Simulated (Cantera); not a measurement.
Feed: 1 mol Fe₂O₃, 0.14 mol H₂O, a varied amount of N₂, equilibrated at 1700 K and 7.10 bar.

Cantera equilibrium calculation (NASA polynomials, part measured and part estimated; ideal gas, pure solids and liquids). Candidate condensed phases: Fe, FeO, Fe(OH)₂, Fe(OH)₃, Fe₂O₃, Fe₃O₄, H₂O; 27 gas species. Mutual solubility and eutectic melting of coexisting phases are not modelled. Equilibrium is a limit: real reactors are often held back by kinetics, nucleation or transport.

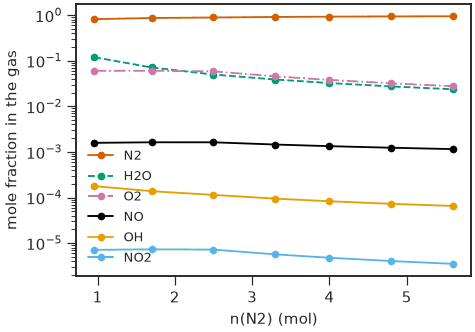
Equilibrium gas composition (values under 1e-9 drawn at 1e-9)

Question: Read off the mole fractions at 4 mol N₂.

Answer: N₂ about 0.93, O₂ about 0.038, H₂O about 0.032, NO about 0.0013, OH about 8.3e-5, NO₂ about 4.8e-6.
